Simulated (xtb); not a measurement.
## C₂H₃F₂S: geometry relaxation (part 3 of 3)

Continued. System: C₂H₃F₂S, multiplicity 2, SMILES F[CH]SCF. Method: GFN2-xTB (xtb 6.7.1). The geometry comes from this level: GFN2-xTB.

Geometry of the input (Å):
```
F  0.7691  -0.0293  2.6215
C  0.1998  0.1580  1.4258
S  0.4874  -1.0533  0.2365
C  -0.1268  -0.1142  -1.2089
F  0.7257  0.8840  -1.5438
H  -0.7700  0.6326  1.4873
H  -0.1907  -0.8106  -2.0476
H  -1.0945  0.3329  -0.9708
```

The program's output, continued:
```
         #    Occupation            Energy/Eh            Energy/eV
      -------------------------------------------------------------
         1        2.0000           -0.8470869             -23.0504
       ...           ...                  ...                  ...
         4        2.0000           -0.6535972             -17.7853
         5        2.0000           -0.6184563             -16.8291
         6        2.0000           -0.5859728             -15.9451
         7        2.0000           -0.5819091             -15.8346
         8        2.0000           -0.5721681             -15.5695
         9        2.0000           -0.5545010             -15.0887
        10        2.0000           -0.5410253             -14.7220
        11        2.0000           -0.5356181             -14.5749
        12        2.0000           -0.4941229             -13.4458
        13        2.0000           -0.4861401             -13.2285
        14        2.0000           -0.4734583             -12.8835
        15        2.0000           -0.4346521             -11.8275
        16        1.0000           -0.3403457              -9.2613 (HOMO)
        17                         -0.2345174              -6.3815 (LUMO)
        18                         -0.1623746              -4.4184
        19                         -0.0612423              -1.6665
        20                         -0.0421323              -1.1465
        21                         -0.0004404              -0.0120
        22                          0.0865548               2.3553
        23                          0.1032687               2.8101
        24                          0.1308240               3.5599
        25                          0.1699284               4.6240
        26                          0.2039098               5.5487
        27                          0.2351678               6.3992
        28                          0.4740383              12.8992
      -------------------------------------------------------------
                  HL-Gap            0.1058283 Eh            2.8797 eV
             Fermi-level           -0.3374652 Eh           -9.1829 eV

     #   Z          covCN         q      C6AA      α(0)
     1   9          0.806    -0.183    11.055     3.928
     2   6          2.684     0.088    26.029     8.349
     3  16          1.981    -0.037   142.579    20.097
     4   6          3.600     0.131    18.982     6.302
     5   9          0.799    -0.215    11.387     3.986
     6   1          0.926     0.054     2.268     2.355
     7   1          0.924     0.086     1.923     2.168
     8   1          0.924     0.076     2.022     2.224

 Mol. C6AA /au·bohr⁶  :       1033.255651
 Mol. C8AA /au·bohr⁸  :      30934.155151
 Mol. α(0) /au        :         49.409334

Wiberg/Mayer (AO) data.
largest (>0.10) Wiberg bond orders for each atom

 ---------------------------------------------------------------------------
     #   Z sym  total        # sym  WBO       # sym  WBO       # sym  WBO
 ---------------------------------------------------------------------------
     1   9      1.166 --     2      1.060
     2   6      3.406 --     3      1.353     1      1.060     6      0.961
     3  16      2.480 --     2      1.353     4      0.969
     4   6      3.900 --     5      0.973     3      0.969     7      0.965
                             8      0.964
     5   9      1.057 --     4      0.973
     6   1      0.997 --     2      0.961
     7   1      0.993 --     4      0.965
     8   1      0.994 --     4      0.964
 ---------------------------------------------------------------------------

Topologies differ in total number of bonds
Writing topology from bond orders to xtbtopo.mol

molecular dipole:
                 x           y           z       tot (Debye)
 q only:       -0.843      -0.296      -0.690
   full:       -1.126      -0.144      -0.683       3.368
molecular quadrupole (traceless):
                xx          xy          yy          xz          yz          zz
 q only:        1.397      -0.791       1.213      -0.199       2.863      -2.610
  q+dip:        2.668      -1.623      -0.027      -1.151       4.305      -2.641
   full:        2.032      -1.268       0.019      -0.777       3.784      -2.051

           -------------------------------------------------
          |                Geometry Summary                 |
           -------------------------------------------------

      molecular mass/u    :       97.1068878
   center of mass at/Å    :        0.4332516      -0.1766212       0.3054923
  moments of inertia/u·Å² :        0.5789764E+02   0.2318545E+03   0.2684465E+03
rotational constants/cm⁻¹ :        0.2911627E+00   0.7270781E-01   0.6279700E-01

 * 6 selected distances

     #   Z          #   Z                                           value/Å
     1   9          2   6                                         1.3378312
     2   6          3  16                                         1.7223641 (max)
     4   6          5   9                                         1.3547709
     2   6          6   1                                         1.0806757 (min)
     4   6          7   1                                         1.0921315
Molecule has no symmetry elements
It seems to be the C1 point group
     4   6          8   1                                         1.0927744

 * 3 distinct bonds (by element types)

   Z      Z             #   av. dist./Å        max./Å        min./Å
   1 H    6 C           3     1.0885272     1.0927744     1.0806757
   6 C    9 F           2     1.3463010     1.3547709     1.3378312
   6 C   16 S           1     1.7223641     1.7223641     1.7223641

           -------------------------------------------------
          |               Frequency Printout                |
           -------------------------------------------------
 projected vibrational frequencies (cm⁻¹)
eigval :       -0.00    -0.00     0.00     0.00     0.00     0.00
eigval :       64.95    93.61   196.61   306.91   396.25   591.85
eigval :      683.45   806.74   897.86  1040.08  1145.90  1183.28
eigval :     1212.02  1240.15  1388.68  2956.50  2980.75  3030.33
 reduced masses (amu)
    1:      7.65    2:     13.00    3:     14.88    4:     16.12    5:      7.59    6:      8.28
    7:      6.28    8:      3.49    9:      3.31   10:     13.10   11:      9.86   12:      1.48
   13:      6.09   14:      2.84   15:      1.82   16:      9.46   17:      2.21   18:      1.12
   19:      1.83   20:      1.15   21:      1.08   22:      1.06   23:      1.08   24:      1.08
 IR intensities (km·mol⁻¹)
    1:      1.60    2:      0.29    3:      0.18    4:      2.37    5:      3.17    6:      0.66
    7:      3.88    8:      7.80    9:      0.90   10:      5.43   11:     16.20   12:     17.77
   13:      6.84   14:      2.52   15:      6.15   16:    124.89   17:     96.72   18:      7.64
   19:    143.24   20:     16.74   21:      1.96   22:      7.85   23:      3.24   24:     12.33
 Raman intensities (Ä⁴*amu⁻¹)
    1:      0.00    2:      0.00    3:      0.00    4:      0.00    5:      0.00    6:      0.00
    7:      0.00    8:      0.00    9:      0.00   10:      0.00   11:      0.00   12:      0.00
   13:      0.00   14:      0.00   15:      0.00   16:      0.00   17:      0.00   18:      0.00
   19:      0.00   20:      0.00   21:      0.00   22:      0.00   23:      0.00   24:      0.00
 output can be read by thermo (or use thermo option).
 writing <g98.out> molden fake output.
 recommended (thermochemical) frequency scaling factor: 1.0
           -------------------------------------------------
          |             Thermodynamic Functions             |
           -------------------------------------------------

c1  symmetry found (for desy threshold:  0.10E+00) used in thermo

          ...................................................
          :                      SETUP                      :
          :.................................................:
          :  # frequencies                          18      :
          :  # imaginary freq.                       0      :
          :  linear?                             false      :
          :  only rotor calc.                    false      :
          :  symmetry                               c1      :
          :  rotational number                       1      :
          :  scaling factor                  1.0000000      :
          :  rotor cutoff                   50.0000000 cm⁻¹ :
          :  imag. cutoff                  -20.0000000 cm⁻¹ :
          :.................................................:

    mode    ω/cm⁻¹     T·S(HO)/kcal·mol⁻¹    T·S(FR)/kcal·mol⁻¹   T·S(vib)
   ------------------------------------------------------------------------
       1     64.95    -1.28230 ( 74.01%)    -0.97865 ( 25.99%)    -1.20337
       2     93.61    -1.06833 ( 92.47%)    -0.87049 (  7.53%)    -1.05343
       3    196.61    -0.64536 ( 99.58%)    -0.65079 (  0.42%)    -0.64538
   ------------------------------------------------------------------------

   temp. (K)  partition function   enthalpy   heat capacity  entropy
                                   cal/mol     cal/K/mol   cal/K/mol   J/K/mol
 298.15  VIB   29.5                 2111.386     12.913     13.492
         ROT  0.145E+06              888.727      2.981     26.598
         INT  0.427E+07             3000.114     15.894     40.089
         TR   0.293E+26             1481.212      4.968     39.630
         TOT                        4481.3263    20.8618    79.7200   333.5484

       T/K    H(0)-H(T)+PV         H(T)/Eh          T*S/Eh         G(T)/Eh
   ------------------------------------------------------------------------
    298.15    0.714145E-02    0.531967E-01    0.378775E-01    0.153191E-01
   ------------------------------------------------------------------------

         :::::::::::::::::::::::::::::::::::::::::::::::::::::
         ::                  THERMODYNAMIC                  ::
         :::::::::::::::::::::::::::::::::::::::::::::::::::::
         :: total free energy         -18.414980988236 Eh   ::
         ::.................................................::
         :: total energy              -18.430300129893 Eh   ::
         :: zero point energy           0.046055231227 Eh   ::
         :: G(RRHO) w/o ZPVE           -0.030736089570 Eh   ::
         :: G(RRHO) contrib.            0.015319141657 Eh   ::
         :::::::::::::::::::::::::::::::::::::::::::::::::::::

optimized geometry written to: xtbopt.xyz

           -------------------------------------------------
          | TOTAL ENERGY              -18.430300129893 Eh   |
          | TOTAL ENTHALPY            -18.377103450693 Eh   |
          | TOTAL FREE ENERGY         -18.414980988236 Eh   |
          | GRADIENT NORM               0.000030609090 Eh/α |
          | HOMO-LUMO GAP               2.879734102719 eV   |
           -------------------------------------------------

------------------------------------------------------------------------
------------------------------------------------------------------------
 total:
 *  cpu-time:     0 d,  0 h,  0 min,  0.240 sec
 * ratio c/w:     0.990 speedup
 SCF:
 *  cpu-time:     0 d,  0 h,  0 min,  0.006 sec
 * ratio c/w:     1.000 speedup
 ANC optimizer:
 *  cpu-time:     0 d,  0 h,  0 min,  0.040 sec
 * ratio c/w:     0.996 speedup
 analytical hessian:
 *  cpu-time:     0 d,  0 h,  0 min,  0.183 sec
 * ratio c/w:     0.988 speedup
```

File vibspectrum:
```
$vibrational spectrum
#  mode     symmetry     wave number   IR intensity    selection rules
#                         cm**(-1)      (km*mol⁻¹)        IR
     1                      -0.00         0.00000          -
     2                      -0.00         0.00000          -
     3                       0.00         0.00000          -
     4                       0.00         0.00000          -
     5                       0.00         0.00000          -
     6                       0.00         0.00000          -
     7        a             64.95         3.88026         YES
     8        a             93.61         7.80196         YES
     9        a            196.61         0.90331         YES
    10        a            306.91         5.43247         YES
    11        a            396.25        16.20278         YES
    12        a            591.85        17.77120         YES
    13        a            683.45         6.83825         YES
    14        a            806.74         2.51549         YES
    15        a            897.86         6.15272         YES
    16        a           1040.08       124.88819         YES
    17        a           1145.90        96.72038         YES
    18        a           1183.28         7.64199         YES
    19        a           1212.02       143.24371         YES
    20        a           1240.15        16.73817         YES
    21        a           1388.68         1.95507         YES
    22        a           2956.50         7.85294         YES
    23        a           2980.75         3.24263         YES
    24        a           3030.33        12.32617         YES
$end
```

File xtbopt.xyz:
```
8
 energy: -18.430300129892 gnorm: 0.000030595197 xtb: 6.7.1 (unknown-commit)
F            0.76121028650560       -0.04494797251475        2.62564348181739
C            0.21201325717888        0.16056815300773        1.42317196874993
S            0.47519469128406       -1.06133844417923        0.23817516359512
C           -0.13168587613265       -0.11819169902854       -1.20687312886318
F            0.70789181775146        0.89786815462623       -1.52013894052418
H           -0.74261168763500        0.66460182771224        1.47318119167359
H           -0.17065694050021       -0.80861157133630       -2.05218527060280
H           -1.11134554845214        0.31005155166027       -0.98097446588078
```

Standard error:
```
normal termination of xtb
```

Trajectory as extended XYZ (Å, eV, eV/Å), 10 frames, from step=0 to step=9:
```
8
Properties=species:S:1:pos:R:3 step=0 energy=-501.51367
F     0.7691   -0.0293    2.6215
C     0.1998    0.1580    1.4258
S     0.4874   -1.0533    0.2365
C    -0.1268   -0.1142   -1.2089
F     0.7257    0.8840   -1.5438
H    -0.7700    0.6326    1.4873
H    -0.1907   -0.8106   -2.0476
H    -1.0945    0.3329   -0.9708
8
Properties=species:S:1:pos:R:3 step=1 energy=-501.51378
F     0.7662   -0.0331    2.6227
C     0.2021    0.1587    1.4251
S     0.4864   -1.0545    0.2367
C    -0.1275   -0.1146   -1.2082
F     0.7223    0.8867   -1.5413
H    -0.7647    0.6382    1.4840
H    -0.1875   -0.8110   -2.0473
H    -1.0974    0.3296   -0.9716
8
Properties=species:S:1:pos:R:3 step=2 energy=-501.51386
F     0.7645   -0.0366    2.6242
C     0.2043    0.1595    1.4251
S     0.4848   -1.0551    0.2369
C    -0.1282   -0.1155   -1.2082
F     0.7190    0.8891   -1.5381
H    -0.7599    0.6439    1.4820
H    -0.1844   -0.8109   -2.0485
H    -1.1001    0.3256   -0.9735
8
Properties=species:S:1:pos:R:3 step=3 energy=-501.51392
F     0.7635   -0.0389    2.6245
C     0.2062    0.1600    1.4245
S     0.4829   -1.0565    0.2370
C    -0.1290   -0.1161   -1.2076
F     0.7164    0.8911   -1.5341
H    -0.7560    0.6488    1.4798
H    -0.1813   -0.8105   -2.0489
H    -1.1028    0.3221   -0.9752
8
Properties=species:S:1:pos:R:3 step=4 energy=-501.51396
F     0.7629   -0.0407    2.6248
C     0.2079    0.1604    1.4242
S     0.4807   -1.0577    0.2373
C    -0.1298   -0.1168   -1.2074
F     0.7142    0.8929   -1.5302
H    -0.7524    0.6531    1.4781
H    -0.1784   -0.8099   -2.0500
H    -1.1051    0.3186   -0.9768
8
Properties=species:S:1:pos:R:3 step=5 energy=-501.51399
F     0.7626   -0.0418    2.6250
C     0.2092    0.1603    1.4239
S     0.4787   -1.0591    0.2376
C    -0.1304   -0.1173   -1.2072
F     0.7122    0.8946   -1.5266
H    -0.7493    0.6569    1.4765
H    -0.1758   -0.8094   -2.0508
H    -1.1072    0.3158   -0.9783
8
Properties=species:S:1:pos:R:3 step=6 energy=-501.51400
F     0.7622   -0.0429    2.6251
C     0.2103    0.1604    1.4235
S     0.4771   -1.0601    0.2379
C    -0.1310   -0.1176   -1.2071
F     0.7105    0.8959   -1.5237
H    -0.7467    0.6599    1.4751
H    -0.1736   -0.8090   -2.0514
H    -1.1089    0.3135   -0.9794
8
Properties=species:S:1:pos:R:3 step=7 energy=-501.51401
F     0.7619   -0.0437    2.6253
C     0.2111    0.1604    1.4234
S     0.4760   -1.0608    0.2380
C    -0.1313   -0.1179   -1.2070
F     0.7093    0.8969   -1.5219
H    -0.7448    0.6621    1.4743
H    -0.1721   -0.8088   -2.0518
H    -1.1101    0.3118   -0.9802
8
Properties=species:S:1:pos:R:3 step=8 energy=-501.51401
F     0.7615   -0.0444    2.6255
C     0.2116    0.1605    1.4232
S     0.4755   -1.0611    0.2381
C    -0.1315   -0.1181   -1.2069
F     0.7085    0.8975   -1.5208
H    -0.7435    0.6636    1.4736
H    -0.1712   -0.8087   -2.0521
H    -1.1109    0.3107   -0.9807
8
Properties=species:S:1:pos:R:3 step=9 energy=-501.51401
F     0.7612   -0.0449    2.6256
C     0.2120    0.1606    1.4232
S     0.4752   -1.0613    0.2382
C    -0.1317   -0.1182   -1.2069
F     0.7079    0.8979   -1.5201
H    -0.7426    0.6646    1.4732
H    -0.1706   -0.8086   -2.0522
H    -1.1113    0.3100   -0.9810
```

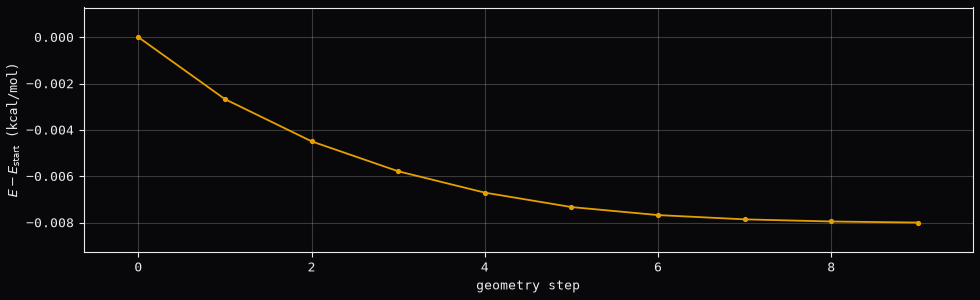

*Progress of the relaxation, step by step (steps are counted from 0).*

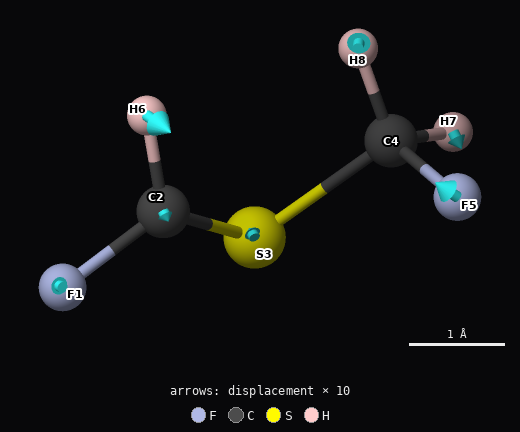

*The starting structure with the displacements as teal arrows, magnified 10 times (ball-and-stick view, seen at a tilt). The two geometries are laid on each other by the best rigid fit.*

H6 moves most after the best rigid fit: 0.044 Å. Largest moves by element: H 0.044 Å, F 0.033 Å, S 0.015 Å, C 0.013 Å. The energy falls by 0.01 kcal/mol in 9 geometry steps. (Atoms are counted from 1 in the order of the input.)

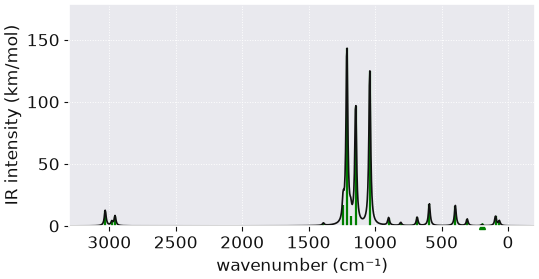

*Harmonic infrared spectrum, unscaled: sticks (degenerate modes added up, dark ones marked on the axis) with a Lorentzian envelope of 16 cm⁻¹ full width, scaled to the tallest stick.*

18 modes from 65 to 3030 cm⁻¹, none imaginary. The strongest line is at 1212 cm⁻¹ (143 km/mol).

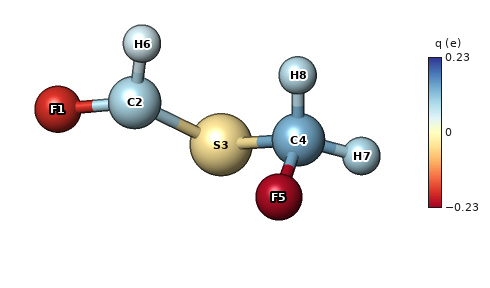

*Mulliken charges, as the colour of each atom (ball-and-stick view, seen at a tilt; atoms are numbered from 1 in the order of the input).*

By element: F −0.21 to −0.18, C +0.09 to +0.13, S −0.04 and H +0.05 to +0.09 e.

Results in brief:

| quantity | value |
| --- | --- |
| outcome | converged |
| electrons treated | 31 |
| total energy | −18.430300 hartree |
| dispersion energy | −0.004003 hartree |
| basis functions | 29 |
| zero-point energy | 0.046055 hartree |
| dipole moment | 3.37 D |
| wavenumbers, lowest and highest | 65 and 3030 cm⁻¹ |
| hardware | 1 thread of Arm Neoverse N1, 98 GiB of memory available, shared host |
| peak memory | 0.069 GiB |
